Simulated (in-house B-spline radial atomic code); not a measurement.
# Tl⁴¹⁺: RPA response and pair energies

Aim: the static and dynamic polarisabilities of Tl⁴¹⁺ in the relativistic RPA, its lowest excitations, and its second-order correlation energy by partial wave and by pair.

Method: Dirac-Hartree-Fock, relativistic RPA and second-order many-body perturbation theory, no-pair Dirac-Coulomb, B-spline basis. Code: an in-house B-spline radial atomic code, version 1.

### 1 The atom as given

- element: thallium (Z = 81)
- charge: +41
- closed shells: [Kr] 4d3/2^4
- nucleus: mass number 205, rms radius 5.476 fm
- note: closed in jj coupling only

### 2 Dirac-Hartree-Fock start

The run's settings:

```ini
basis_form = 2
Z = 81
core_configuration = [Kr] 4d-4
rms_radius = 5.4759
mass_number = 205
speed_of_light = 137.035999084
box_radius = 2.263
lmax = 7
intervals = 56
virtual_cutoff = 164025.0
```

Command:

```
$ python run_mb.py task.json out
```

task.json holds these settings.

From the run's result record (rounded, not every field):

```text
{
  "status": "converged",
  "hf_energy [hartree]": -19217.7858788,
  "orbitals [hartree]": [
    ["1s1/2", -3232.9985],
    ["2s1/2", -637.78718],
    ["2p1/2", -614.03805],
    ["2p3/2", -537.77481],
    ["3s1/2", -205.53677],
    ["3p1/2", -195.02047],
    ["3p3/2", -177.41611],
    ["3d3/2", -160.60117],
    ["3d5/2", -156.58921],
    ["4s1/2", -91.459247],
    ["4p1/2", -87.052237],
    ["4p3/2", -80.968106],
    ["4d3/2", -74.092715]
  ],
  "breit [hartree]": 23.35274
}
```

It took 6.2 s on 1 thread, shared host.

The record goes on with the response and the correlation energy; its parts follow in the order written.

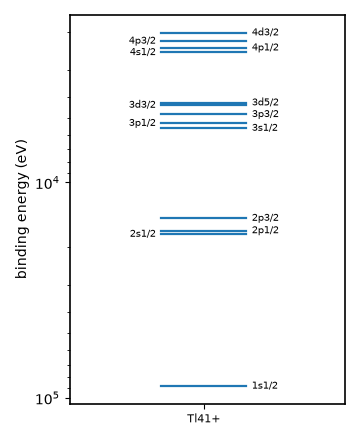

Dirac-Hartree-Fock levels on a logarithmic scale.

### 3 Dipole response

In the record:

```text
{
  "dipole_polarisability [bohr^3]": 0.03675128,
  "dipole_polarisability_uncoupled [bohr^3]": 0.04197433,
  "dipole_shielding": 0.494,
  "dipole_by_shell [bohr^3]": {
    "1s1/2": 3.13379e-08,
    "2s1/2": 4.30128e-07,
    "2p1/2": 7.63829e-07,
    "2p3/2": 2.09977e-06,
    "3s1/2": 5.80262e-06,
    "3p1/2": 9.63172e-06,
    "3p3/2": 7.73393e-05,
    "3d3/2": 0.000180776,
    "3d5/2": 0.000322849,
    "4s1/2": 0.000264418,
    "4p1/2": 0.000350373,
    "4p3/2": 0.0205479,
    "4d3/2": 0.0149889
  },
  "dipole_imaginary_frequency [hartree, au]": {
    "u": [0.0, 5.44, 13.6, 27.2, 40.8, 54.4, 81.7, 109.0, 136.0, 191.0, 272.0, 408.0, 544.0, 817.0, 1360.0, 2720.0],
    "alpha": [0.03675125, 0.02969392, 0.01632776, 0.00799031, 0.005082999, 0.003641006, 0.002210098, 0.001508338, 0.001102773, 0.0006580423, 0.0003686224, 0.0001820358, 0.0001082521, 5.091411e-05, 1.929735e-05, 4.995698e-06]
  },
  "dipole_excitations [hartree, oscillator strength, leading channel, weight]": [
    [8.437912, 0.293, "4p3/2 -> d5/2", 0.741],
    [10.38695, 2.8738, "4d3/2 -> f5/2", 0.786],
    [25.14018, 0.44559, "4d3/2 -> p1/2", 0.998],
    [27.32417, 0.025845, "4d3/2 -> p3/2", 0.995],
    [29.96842, 0.60401, "4p3/2 -> s1/2", 0.997],
    [34.74445, 1.4833, "4d3/2 -> f5/2", 0.996],
    [35.98233, 0.19609, "4p1/2 -> s1/2", 0.988],
    [37.43274, 0.045003, "4p3/2 -> d3/2", 0.973],
    [38.08701, 0.76665, "4p3/2 -> d5/2", 0.98],
    [42.20776, 0.046408, "4d3/2 -> p1/2", 0.983],
    [42.44434, 0.25527, "4s1/2 -> p1/2", 0.94],
    [43.36373, 0.0048668, "4d3/2 -> p3/2", 0.981],
    [43.64612, 0.12833, "4p1/2 -> d3/2", 0.949],
    [44.80472, 0.099476, "4s1/2 -> p3/2", 0.995]
  ],
  "dipole_real_frequency [hartree, bohr^3]": {"omega": [0.844, 1.69, 2.53, 3.38, 4.22, 5.06, 5.91, 6.75, 7.59], "alpha": [0.03697274, 0.03765905, 0.03886363, 0.04073881, 0.04346265, 0.04745588, 0.05361124, 0.06372931, 0.08495961]},
  "c6 [hartree bohr^6]": 0.01300535,
  "cauchy_s-4": 0.0003087051,
  "trk_sum": 37.74431
}
```

Lowest dipole excitations, with their leading channel:

```tsv
energy (eV)	strength	leading channel	weight
229.61	0.293	4p3/2 → d5/2	0.74
282.64	2.87	4d3/2 → f5/2	0.79
684.10	0.446	4d3/2 → p1/2	1.00
743.53	0.0258	4d3/2 → p3/2	0.99
815.48	0.604	4p3/2 → s1/2	1.00
945.44	1.48	4d3/2 → f5/2	1.00
979.13	0.196	4p1/2 → s1/2	0.99
1018.6	0.0450	4p3/2 → d3/2	0.97
```

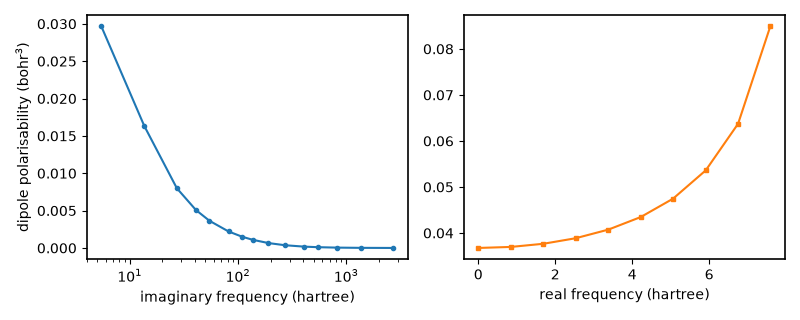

Dipole polarisability at imaginary frequency (left) and at real frequency below the first excitation (right).

### 4 Quadrupole and octupole response

In the record:

```text
{
  "quadrupole_polarisability [bohr^5]": 0.006043905,
  "quadrupole_polarisability_uncoupled [bohr^5]": 0.00469598,
  "quadrupole_shielding": -0.973,
  "quadrupole_by_shell [bohr^5]": {
    "1s1/2": -8.48562e-11,
    "2s1/2": -1.17443e-10,
    "2p1/2": -2.62287e-10,
    "2p3/2": 3.45049e-08,
    "3s1/2": 2.09194e-06,
    "3p1/2": 3.10458e-06,
    "3p3/2": 1.14667e-05,
    "3d3/2": 4.04944e-06,
    "3d5/2": 1.07934e-05,
    "4s1/2": 0.000616533,
    "4p1/2": 0.000451648,
    "4p3/2": 0.00158717,
    "4d3/2": 0.00335701
  },
  "quadrupole_imaginary_frequency [hartree, au]": {
    "u": [0.0, 5.44, 13.6, 27.2, 40.8, 54.4, 81.7, 109.0, 136.0, 191.0, 272.0, 408.0, 544.0, 817.0, 1360.0, 2720.0],
    "alpha": [0.006043905, 0.003738204, 0.002950459, 0.001891132, 0.001256238, 0.0008779536, 0.000486828, 0.0003062374, 0.0002105037, 0.0001155052, 6.02961e-05, 2.794425e-05, 1.601922e-05, 7.222751e-06, 2.635568e-06, 6.629224e-07]
  },
  "quadrupole_excitations [hartree, oscillator strength, leading channel, weight]": [
    [1.221938, 0.0033121, "4d3/2 -> d5/2", 1.0],
    [16.14136, 0.0012091, "4p3/2 -> f5/2", 0.917],
    [17.11167, 0.32027, "4p3/2 -> f7/2", 0.902],
    [18.80396, 0.11674, "4s1/2 -> d5/2", 0.965],
    [22.3972, 0.23093, "4p1/2 -> f5/2", 0.996],
    [23.02807, 0.083847, "4d3/2 -> s1/2", 0.999],
    [30.66459, 0.11273, "4d3/2 -> d3/2", 0.995],
    [31.20106, 0.025003, "4d3/2 -> d5/2", 0.995],
    [31.99141, 0.13168, "4p3/2 -> p1/2", 0.991],
    [34.33723, 0.10332, "4p3/2 -> p3/2", 0.999],
    [37.72673, 0.98093, "4d3/2 -> g7/2", 0.999],
    [40.31299, 0.072736, "4p1/2 -> p3/2", 0.985],
    [41.08173, 0.0031362, "4d3/2 -> s1/2", 0.994],
    [41.63747, 0.00093187, "4p3/2 -> f5/2", 0.87]
  ],
  "c8 [hartree bohr^8]": 0.01008695,
  "octupole_polarisability [bohr^7]": 0.0009534597,
  "octupole_polarisability_uncoupled [bohr^7]": 0.0008771179,
  "octupole_by_shell [bohr^7]": {
    "2s1/2": 4.53165e-10,
    "2p1/2": 4.37127e-11,
    "2p3/2": 4.59438e-10,
    "3s1/2": 4.34749e-07,
    "3p1/2": 2.84668e-07,
    "3p3/2": 8.07259e-07,
    "3d3/2": 5.36969e-07,
    "3d5/2": 9.90593e-07,
    "4s1/2": 0.000116343,
    "4p1/2": 0.000142976,
    "4p3/2": 0.000354167,
    "4d3/2": 0.000336919
  }
}
```

The excitations in eV:

```tsv
energy (eV)	strength	leading channel	weight
33.251	0.00331	4d3/2 → d5/2	1.00
439.23	0.00121	4p3/2 → f5/2	0.92
465.63	0.320	4p3/2 → f7/2	0.90
511.68	0.117	4s1/2 → d5/2	0.96
609.46	0.231	4p1/2 → f5/2	1.00
626.63	0.0838	4d3/2 → s1/2	1.00
834.43	0.113	4d3/2 → d3/2	0.99
849.02	0.0250	4d3/2 → d5/2	0.99
```

### 5 Second-order correlation energy

The record's fields for this part:

```text
{
  "second_order_energy [hartree]": {"by_l": [-0.03070635, -0.2355299, -0.685189, -1.06626, -0.3237147, -0.1362296, -0.06116766, -0.0303299], "sum": -2.569127, "extrapolated": -2.631123, "direct": -3.483763},
  "pair_energies [hartree]": [
    ["1s1/2", "1s1/2", -0.0378706],
    ["2s1/2", "1s1/2", -0.0117024],
    ["2s1/2", "2s1/2", -0.00900242],
    ["2p1/2", "1s1/2", -0.0229467],
    ["2p1/2", "2s1/2", -0.0210673],
    ["2p1/2", "2p1/2", -0.0167363],
    ["2p3/2", "1s1/2", -0.0218572],
    ["2p3/2", "2s1/2", -0.0374454],
    ["2p3/2", "2p1/2", -0.0692505],
    ["2p3/2", "2p3/2", -0.0633719],
    ["3s1/2", "1s1/2", -0.00285181],
    ["3s1/2", "2s1/2", -0.00458529],
    ["3s1/2", "2p1/2", -0.0059853],
    ["3s1/2", "2p3/2", -0.0119026],
    ["3s1/2", "3s1/2", -0.00504188],
    ["3p1/2", "1s1/2", -0.00518501],
    ["3p1/2", "2s1/2", -0.00697733],
    ["3p1/2", "2p1/2", -0.00742942],
    ["3p1/2", "2p3/2", -0.0190713],
    ["3p1/2", "3s1/2", -0.0104993],
    ["3p1/2", "3p1/2", -0.00701614],
    ["3p3/2", "1s1/2", -0.00516823],
    ["3p3/2", "2s1/2", -0.0102928],
    ["3p3/2", "2p1/2", -0.0164745],
    ["3p3/2", "2p3/2", -0.0304356],
    ["3p3/2", "3s1/2", -0.0200855],
    ["3p3/2", "3p1/2", -0.0271346],
    ["3p3/2", "3p3/2", -0.0277253],
    ["3d3/2", "1s1/2", -0.000865149],
    ["3d3/2", "2s1/2", -0.0140341],
    ["3d3/2", "2p1/2", -0.0172932],
    ["3d3/2", "2p3/2", -0.0449717],
    ["3d3/2", "3s1/2", -0.0212697],
    ["3d3/2", "3p1/2", -0.0278921],
    ["3d3/2", "3p3/2", -0.055883],
    ["3d3/2", "3d3/2", -0.0605266],
    ["3d5/2", "1s1/2", -0.000960496],
    ["3d5/2", "2s1/2", -0.0189657],
    ["3d5/2", "2p1/2", -0.0217104],
    ["3d5/2", "2p3/2", -0.0613586],
    "... 51 more rows left out ..."
  ]
}
```

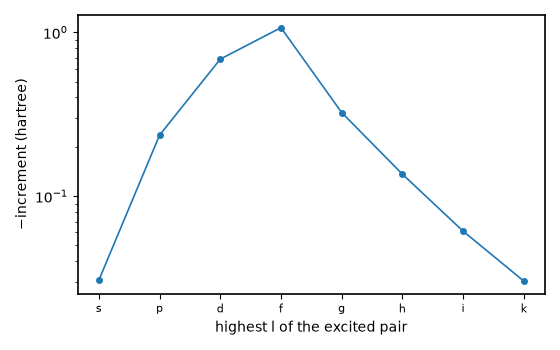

Increments of the second-order energy by partial wave.

### 6 What came out

| quantity | value |
| --- | --- |
| dipole polarisability | 0.03675 bohr³ |
| without coupling | 0.04197 bohr³ |
| quadrupole polarisability | 0.006044 bohr⁵ |
| C6 of a like pair | 0.01301 hartree bohr⁶ |
| dipole shielding | 0.494 |
| first dipole root | 229.6 eV |
| second-order energy, extrapolated | -2.6311 hartree (-1.79 eV an electron) |

**Reading.** The 4p3/2 subshell carries 56 % of the dipole polarisability of 0.0368 bohr³. Against the uncoupled value, letting the induced field act back on the electrons lowers it by 12 %. The dipole shielding factor is near N/Z = 0.494, as the balance of forces on the electrons requires. The largest pair energy is 3d5/2–3d3/2, 8 % of the second-order sum; the tail beyond the last partial wave adds 2.4 %.
